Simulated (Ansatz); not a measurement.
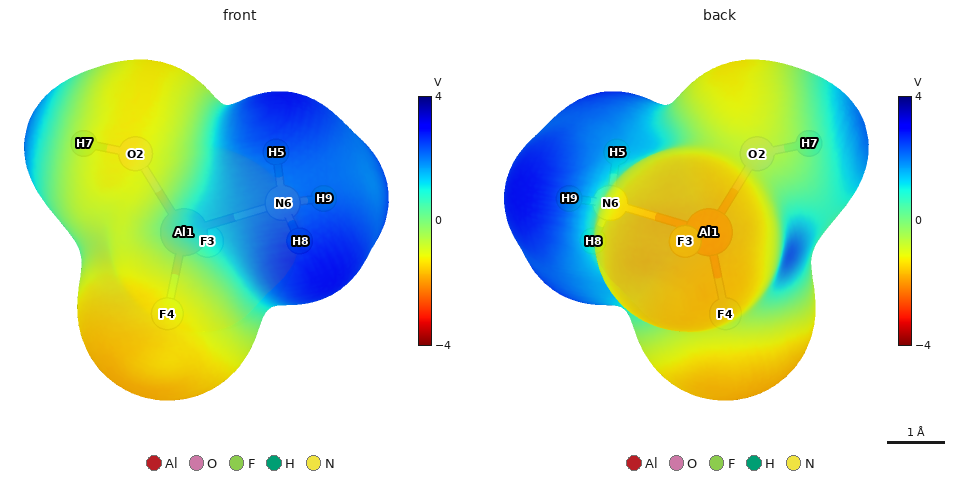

Figure 1: AlF$_{2}$H$_{4}$NO. The molecular electrostatic potential painted on the density surface at 0.002 e/bohr³, seen from the front and from behind; the colour scale runs from red (negative) to blue (positive).

The reactant side of a reaction path; geometry: PBE0-D4/def2-TZVP.

All numbers below come from RKS PBE0-D4/def2-TZVPP (Ansatz 0.2.0).

Input file:

```
crystal:
  periodic: [false, false, false]
  atoms:
    - {symbol: Al, position_ang: [-0.752959, -0.346221, 0.098728]}
    - {symbol: O, position_ang: [-1.191010, 1.236034, -0.366569]}
    - {symbol: F, position_ang: [-0.942621, -1.588491, -0.991889]}
    - {symbol: F, position_ang: [-0.952505, -0.803916, 1.685982]}
    - {symbol: H, position_ang: [1.388352, 0.898306, -0.261104]}
    - {symbol: N, position_ang: [1.219814, -0.062152, 0.023754]}
    - {symbol: H, position_ang: [-2.081437, 1.559932, -0.469664]}
    - {symbol: H, position_ang: [1.652074, -0.211900, 0.929690]}
    - {symbol: H, position_ang: [1.660291, -0.681591, -0.648726]}
basis:
  gaussian: {orbitals: def2-TZVPP}
hamiltonian: {xc: pbe0, dispersion: d4}
output: {orbitals: {seedname: orbitals}}
```

Launched as:

```sh
ansatz run in.yaml --threads 4 --pin off --events-out ev --progress --plain --max-ram 9574MiB
```

**Which sites attract a positive test charge, and which a negative one?**

A positive charge is drawn to the negative regions and a negative charge to the positive ones. The most negative region (about −1.8 V) lies over F3 and F4, the most positive (about +3.0 V) over H8 and H9.
